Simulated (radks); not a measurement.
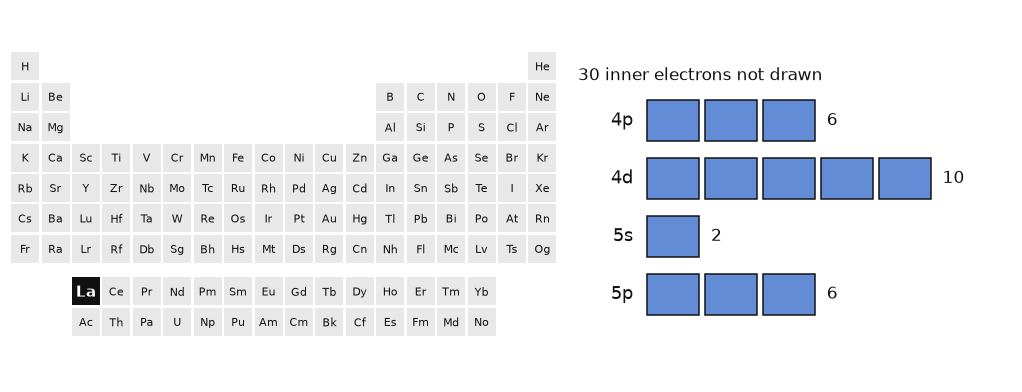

*Left, the place of lanthanum in the periodic table; right, the outer shells as the input fills them: a box for each of the 2l + 1 orbitals, shaded by the share of the shell that is filled, with the electron count at the right.*

# Run report: La³⁺, atomic calculation

System: La³⁺ (Z = 57, 54 electrons) in the configuration [Xe].
Method: scalar-relativistic Kohn-Sham, r2SCAN, spin-polarised, spherical densities, finite nucleus (the in-house radial solver radks).

Input:
```
Z 57
configuration [Xe]
relativity scalar-relativistic
functional r2scan,r2scan
spin polarised
nucleus finite rms 4.855 fm
c 137.035999084
history 1
mixing 0.2
max_iterations 63
```

Energies in input and log are in hartree, lengths in bohr (the nuclear radius in fm).

Launched within a batch (the task file carries these settings):
```bash
python <driver script> task.json out
```

The program's output:
```
1s      1   1.0000       -1427.23688184
2s      1   1.0000        -228.62338640
2p      1   3.0000        -204.87814953
3s      1   1.0000         -49.84151916
3p      1   3.0000         -42.21444909
3d      1   5.0000         -31.26780094
4s      1   1.0000         -10.85252099
4p      1   3.0000          -8.35705725
4d      1   5.0000          -4.73401244
5s      1   1.0000          -2.30095569
5p      1   3.0000          -1.66337534
1s      2   1.0000       -1427.23688184
2s      2   1.0000        -228.62338640
2p      2   3.0000        -204.87814953
3s      2   1.0000         -49.84151916
3p      2   3.0000         -42.21444909
3d      2   5.0000         -31.26780094
4s      2   1.0000         -10.85252099
4p      2   3.0000          -8.35705725
4d      2   5.0000          -4.73401244
5s      2   1.0000          -2.30095569
5p      2   3.0000          -1.66337534
Etot -8492.674648821248
Ekin 8983.176199396166
Encl -20504.773858758133
Eh 3231.999103997855
Exc -203.0760934571369
err 4.8865671627718385e-06
it 62
```

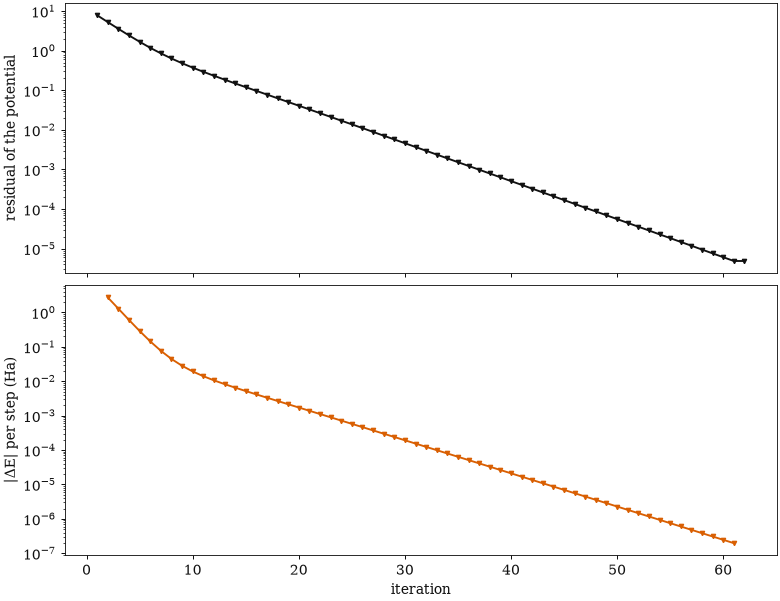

*Convergence: residual of the potential and change of the energy from step to step (the smallest changes aren't drawn) against the iteration.*

The residual falls almost steadily, with no more than small rises or pauses. It goes from 7.8 to 4.9×10⁻⁶ in 62 steps.

Outcome:

```
                       quantity                                                                 value
                        outcome                                                             converged
                   total energy                                                    −8492.6746 hartree
                 kinetic energy                                                     8983.1762 hartree
        electron–nucleus energy                                                   −20504.7739 hartree
                 Hartree energy                                                     3231.9991 hartree
    exchange–correlation energy                                                   −203.076093 hartree
radius at density 0.001 e/bohr³                                                             3.49 bohr
                 SCF iterations                                                                    62
                       hardware  1 thread of Arm Neoverse V1, 23 GiB of memory available, shared host
                      wall time                                                                0.87 s
```

What is odd here:

A numerical setting was moved from its usual value: mixing history nhist = 1, mixing factor beta = 0.2. The program ran to the end, and its total energy equals that of the same run with the usual input (−8492.67465 hartree) within 10⁻⁵ hartree, so the oddity leaves no trace in it.
